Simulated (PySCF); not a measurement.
## Electronic structure of C₅H₅N₂Si (doublet) in real space

```yaml
atoms:
  - { symbol: N, position_ang: [2.8785, -1.8790, -0.8405] }
  - { symbol: C, position_ang: [2.3693, -1.1791, -0.0773] }
  - { symbol: Si, position_ang: [1.5184, -0.2212, 1.2311] }
  - { symbol: C, position_ang: [-0.2664, 0.1206, 0.7688] }
  - { symbol: C, position_ang: [-1.0274, -0.7955, -0.1394] }
  - { symbol: C, position_ang: [-0.5935, 0.5458, -0.6611] }
  - { symbol: C, position_ang: [-1.5648, 1.5643, -0.8285] }
  - { symbol: N, position_ang: [-2.3487, 2.3942, -0.9264] }
  - { symbol: H, position_ang: [2.2885, 0.8632, 1.8109] }
  - { symbol: H, position_ang: [-0.8626, 0.6185, 1.5274] }
  - { symbol: H, position_ang: [-0.5254, -1.6619, -0.5458] }
  - { symbol: H, position_ang: [-2.0805, -0.9466, 0.0508] }
  - { symbol: H, position_ang: [0.2101, 0.5772, -1.3878] }
```

Geometry: GFN2-xTB.

The calculation used UKS B3LYP, pcH-1 on C H N Si, non-relativistic, mean-field spin-orbit, GIAO (PySCF).

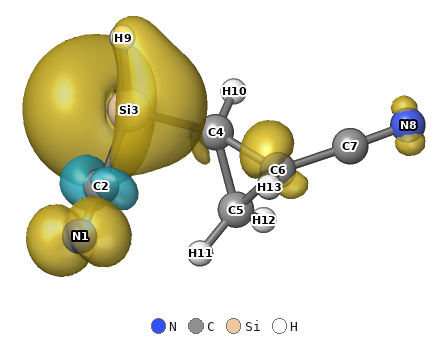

Figure 1. Isosurfaces of the spin density (α minus β) at +0.015 (yellow) and −0.015 e/Å³ (cyan), seen at a tilt.

**Describe the spin distribution.**

The unpaired spin (1 electron) lies mostly on Si3 (about 0.7) and N1 (about 0.1), in electrons by Hirshfeld's partition.

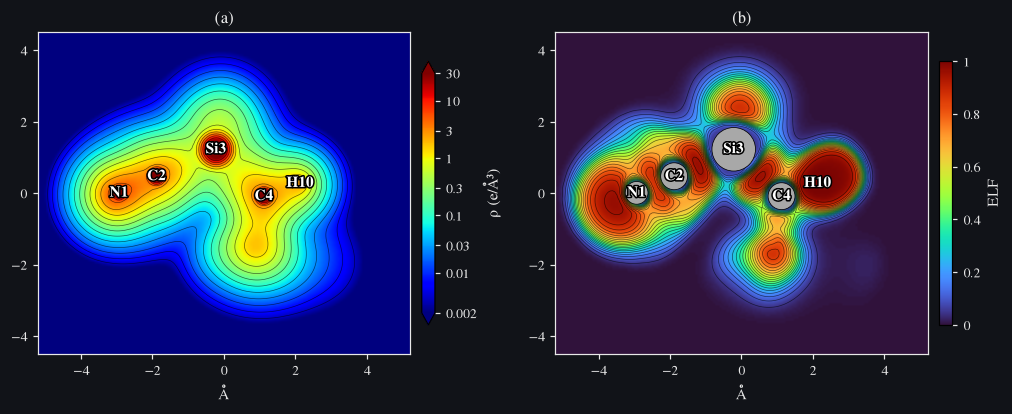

Figure 2. (a) total electron density; (b) ELF on the plane of atoms C2, Si3 and C4. Grey discs cover the atomic cores in the ELF map.

**What does the map show?**

- The section cuts through N, C, Si and H sites.
- C–N (1.15 Å): the density is about 3.6 e/Å³ at the midpoint; the ELF peaks at about 0.85 between the atoms (a short, multiple covalent bond).
- C–Si (1.83 Å): ρ at the midpoint is about 0.93 e/Å³; the ELF peaks at about 0.95 between the atoms (localised, covalent bonding).
- C–H (1.09 Å): the density is about 2 e/Å³ at the midpoint; the ELF climbs to about 1 towards the hydrogen, as it does in any bond to H; an ordinary covalent bond to hydrogen.
- C–Si (1.88 Å): ρ at the midpoint is about 0.94 e/Å³; the ELF peaks at about 0.95 between the atoms: a covalent bond.
- The ELF also peaks beside N1, away from the bonds: non-bonding electrons, paired or unpaired.

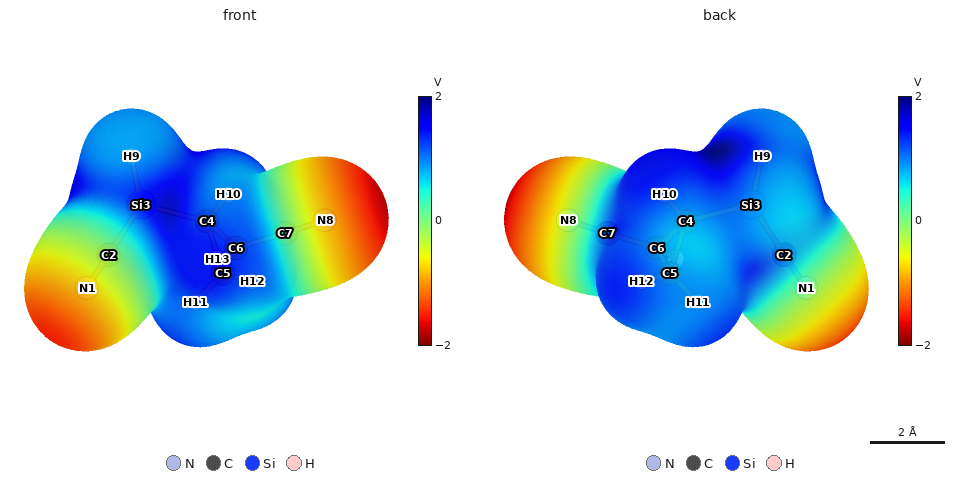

Figure 3. The electrostatic potential painted on the density surface at 0.002 e/bohr³, seen from the front and from behind; red is negative and blue positive.

**Describe the electrostatic potential map.**

The most negative region (about −1.7 V, or −39 kcal/mol for a unit charge) lies over N8, the most positive (about +1.9 V, or +44 kcal/mol for a unit charge) over Si3. N8 is the likeliest acceptor of a hydrogen bond.
